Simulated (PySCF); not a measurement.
## Two runs on C$_{3}$H$_{7}$NSSi

System: C$_{3}$H$_{7}$NSSi, SMILES CN1[SiH2]CC1=S.
Method of run A: TDDFT PBE0/def2-SVP, vertical, gas phase, core orbitals frozen in the response (PySCF 2.14.0).

The geometry comes from this level: PBE0-D3(BJ)/def2-SVP. Text and figures count atoms from 1; the logs count them from 0 in places.

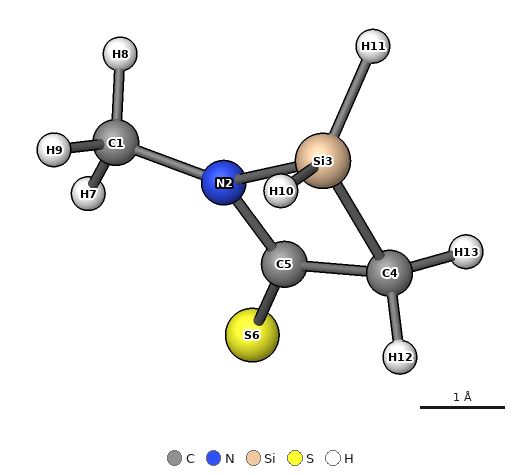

**Figure 1.** The input geometry (ball-and-stick view, seen at a tilt; atoms are numbered from 1 in the order of the input).

### Input file, run A
```
{"job": {"kind": "uv", "xc": "PBE0", "basis": "def2-SVP"}, "charge": 0, "multiplicity": 1}
C      1.599839     0.792057     0.263227
N      0.241030     0.540564    -0.129974
Si    -0.944410    -0.785541    -0.143969
C     -1.891659     0.670762    -0.882854
C     -0.606113     1.470268    -0.668952
S     -0.317651     3.047137    -1.000471
H      1.800351     1.866967     0.136839
H      2.306182     0.221858    -0.361920
H      1.761027     0.513297     1.316196
H     -1.317325    -1.282020     1.212527
H     -0.573279    -1.941734    -1.010367
H     -2.738003     1.079389    -0.312460
H     -2.175546     0.619099    -1.943617
```

The first line tells a small driver script what to run in PySCF; the rest is the geometry in Å.

Command:
```bash
OMP_NUM_THREADS=1 python <driver script> task.json out
```

Hardware: 1 CPU thread, shared host.

### Output (run A)
```
coarse grid: 11912 points
cycle   1  E = -860.0209693470  dE =  6.925e-01  |g| = 4.004e-01  |ddm| = 3.778e+00
cycle   2  E = -859.9339693151  dE =  8.700e-02  |g| = 6.736e-01  |ddm| = 1.694e+00
cycle   3  E = -860.0671040371  dE = -1.331e-01  |g| = 1.606e-01  |ddm| = 1.198e+00
cycle   4  E = -860.0737337484  dE = -6.630e-03  |g| = 3.912e-02  |ddm| = 2.131e-01
cycle   5  E = -860.0740660892  dE = -3.323e-04  |g| = 1.439e-02  |ddm| = 4.438e-02
cycle   6  E = -860.0741108374  dE = -4.475e-05  |g| = 3.754e-03  |ddm| = 1.512e-02
cycle   7  E = -860.0741142569  dE = -3.419e-06  |g| = 8.197e-04  |ddm| = 4.456e-03
final grid: 105896 points
cycle   8  E = -860.1670613135  dE = -6.551e-06  |g| = 9.164e-03  |ddm| = 2.361e-02
cycle   9  E = -860.1669953435  dE =  6.597e-05  |g| = 1.764e-02  |ddm| = 3.251e-02
cycle  10  E = -860.1670839602  dE = -8.862e-05  |g| = 1.976e-03  |ddm| = 2.385e-02
cycle  11  E = -860.1670849330  dE = -9.728e-07  |g| = 2.098e-04  |ddm| = 2.067e-03
cycle  12  E = -860.1670849422  dE = -9.204e-09  |g| = 1.085e-04  |ddm| = 3.606e-04
cycle  13  E = -860.1670849449  dE = -2.705e-09  |g| = 3.335e-05  |ddm| = 1.168e-04
cycle  14  E = -860.1670849452  dE = -2.508e-10  |g| = 7.673e-06  |ddm| = 3.634e-05
converged SCF energy = -860.1670849452

Static polarisability (au): isotropic 78.891, principal 54.554 73.206 108.912

Singlet excitations
state   eV       nm        f      main configurations
  1   3.5934    345.0   0.00010   H->L 1.00
  2   4.8329    256.5   0.00674   H->L+1 0.77, H-1->L 0.22
  3   5.2795    234.8   0.00001   H-1->L+1 0.99
  4   5.7494    215.6   0.38629   H-1->L 0.72, H->L+1 0.22
  5   6.2511    198.3   0.00614   H->L+2 0.98
  6   6.7242    184.4   0.00568   H-1->L+2 0.98
  7   6.8475    181.1   0.00292   H-2->L 0.98
  8   6.9756    177.7   0.00015   H->L+3 0.99
  9   7.1413    173.6   0.02176   H->L+4 0.96
 10   7.4973    165.4   0.00189   H-2->L+1 0.38, H-1->L+3 0.28, H-3->L 0.27

Triplet excitations (Tamm-Dancoff, eV): 3.2255 3.4357 4.6736 5.1458
```

The input of run B differs as follows (lines with − go, lines with + come):
```diff
-"basis": "def2-SVP"
+"basis": "def2-TZVP"
```

Predict how the results change.

The total energy of run B is 267.2 kcal/mol lower, which measures the change of basis and not a stability. The HOMO goes from −5.92 to −6.08 eV. The LUMO goes from −0.59 to −0.80 eV. The dipole moment goes from 3.95 to 4.11 D. The lowest excitation goes from 3.59 to 3.55 eV. The strongest computed line goes from 5.75 to 5.49 eV. The number of SCF iterations is the same. The basis functions go from 127 to 240.

### Output (run B)
```
coarse grid: 11912 points
cycle   1  E = -860.5483532004  dE =  7.153e-01  |g| = 4.195e-01  |ddm| = 2.775e+00
cycle   2  E = -860.4820911108  dE =  6.626e-02  |g| = 6.402e-01  |ddm| = 1.258e+00
cycle   3  E = -860.5942857989  dE = -1.122e-01  |g| = 1.693e-01  |ddm| = 8.344e-01
cycle   4  E = -860.6009411859  dE = -6.655e-03  |g| = 5.539e-02  |ddm| = 1.657e-01
cycle   5  E = -860.6016632866  dE = -7.221e-04  |g| = 1.139e-02  |ddm| = 4.290e-02
cycle   6  E = -860.6016837877  dE = -2.050e-05  |g| = 5.942e-03  |ddm| = 1.002e-02
cycle   7  E = -860.6016913617  dE = -7.574e-06  |g| = 1.164e-03  |ddm| = 4.319e-03
final grid: 105896 points
cycle   8  E = -860.5929143893  dE = -3.455e-05  |g| = 1.009e-02  |ddm| = 4.748e-02
cycle   9  E = -860.5928526500  dE =  6.174e-05  |g| = 1.792e-02  |ddm| = 2.050e-02
cycle  10  E = -860.5929358502  dE = -8.320e-05  |g| = 2.629e-03  |ddm| = 1.568e-02
cycle  11  E = -860.5929375667  dE = -1.717e-06  |g| = 4.706e-04  |ddm| = 2.135e-03
cycle  12  E = -860.5929376113  dE = -4.460e-08  |g| = 1.813e-04  |ddm| = 4.028e-04
cycle  13  E = -860.5929376182  dE = -6.908e-09  |g| = 6.074e-05  |ddm| = 1.381e-04
cycle  14  E = -860.5929376191  dE = -8.238e-10  |g| = 1.250e-05  |ddm| = 4.787e-05
converged SCF energy = -860.5929376191

Static polarisability (au): isotropic 89.407, principal 63.120 84.385 120.717

Singlet excitations
state   eV       nm        f      main configurations
  1   3.5536    348.9   0.00002   H->L 1.00
  2   4.6312    267.7   0.00877   H->L+1 0.80, H-1->L 0.20
  3   5.0481    245.6   0.00003   H-1->L+1 0.99
  4   5.4886    225.9   0.37911   H-1->L 0.74, H->L+1 0.19
  5   5.8297    212.7   0.01057   H->L+2 0.97
  6   6.2927    197.0   0.00646   H-1->L+2 0.99
  7   6.6669    186.0   0.00184   H-2->L 0.98
  8   6.7310    184.2   0.01008   H->L+3 0.85, H->L+4 0.12
  9   6.8042    182.2   0.04387   H->L+4 0.82, H->L+3 0.13
 10   6.9404    178.6   0.00075   H->L+5 0.99

Triplet excitations (Tamm-Dancoff, eV): 3.2107 3.4102 4.4655 4.9333
```

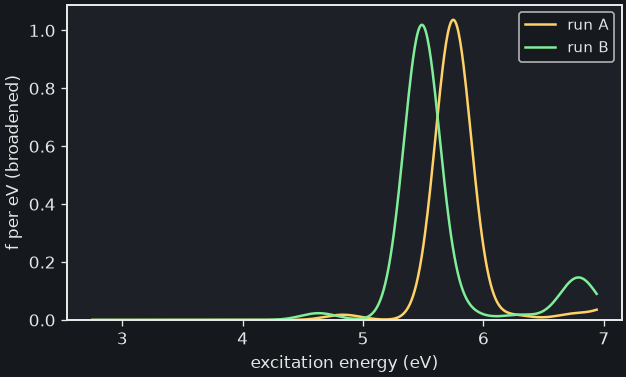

**Figure 2.** Absorption of the two runs from their computed states, each broadened by a Gaussian of 0.35 eV full width; the range ends where the shorter list of states ends.

### The two runs side by side

| quantity | run A | run B |
| --- | --- | --- |
| outcome | converged | converged |
| total energy (hartree) | −860.167085 | −860.592938 |
| HOMO (eV) | −5.92 | −6.08 |
| LUMO (eV) | −0.59 | −0.80 |
| dipole moment (D) | 3.95 | 4.11 |
| lowest excitation (eV) | 3.59 | 3.55 |
| SCF iterations | 14 | 14 |
| strongest computed line (eV) | 5.75 | 5.49 |
| basis functions | 127 | 240 |
| wall time (shared host) | 16 s | 43 s |
